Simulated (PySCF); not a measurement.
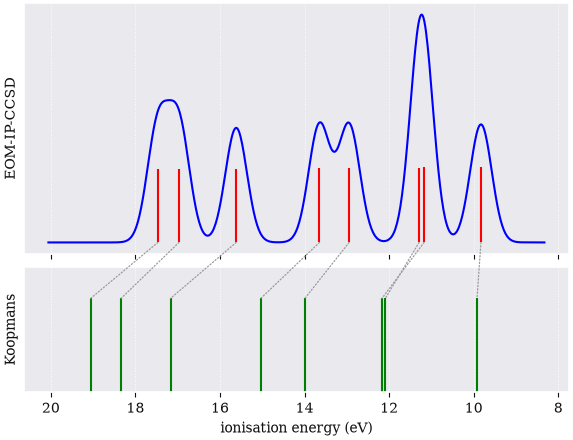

Valence photoelectron lines of C₂H₆BN, SMILES C=CBN: vertical EOM-IP-CCSD/aug-cc-pVDZ (frozen core, PySCF 2.14.0, at a PBE0-D3(BJ)/def2-SVP geometry (no frequency check); 8 lines, one for each of the 8 highest orbitals, so a line of a deeper orbital can be missing among them) above, Hartree-Fock orbital energies with the sign turned below, non-relativistic; dotted lines join each line to its leading orbital. Stick heights are one-hole weights (summed over degenerate lines), not cross-sections; Gaussian width 0.60 eV.

### Do correlation and relaxation change the order of the lines?

Only among lines under 0.15 eV apart or orbitals under 0.1 eV apart: the order is HOMO, HOMO−2, HOMO−1, HOMO−3, HOMO−4, HOMO−5, HOMO−6, HOMO−7.

### What is the first vertical ionisation energy, and how far is Koopmans' value off?

9.83 eV from the HOMO; Koopmans gives 9.92 eV, 0.09 eV too high.

Caveats: small basis, so the lines can lie some tenths of an eV too low; one conformer of a flexible molecule.
